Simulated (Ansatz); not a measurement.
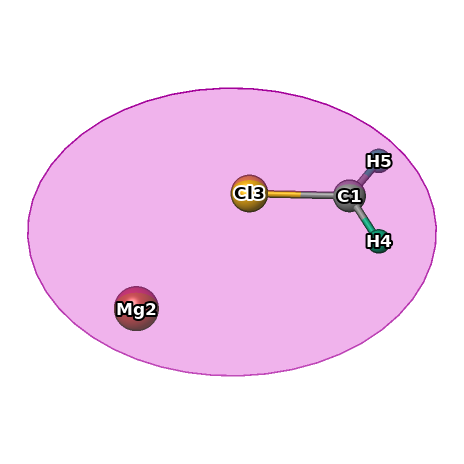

A disc through the centre of mass is drawn in. Distant atoms are faded towards the background colour. Charge 0, doublet. Computed geometry: PBE-D4/def2-SVP optimisation. No frequency run is at hand to confirm it as a minimum.

Q: Is the plane of the disc a mirror plane of the structure?

A: Yes. The reflection leaves C1, Mg2, Cl3 in place and moves H4 ↔ H5. The point group is Cs.
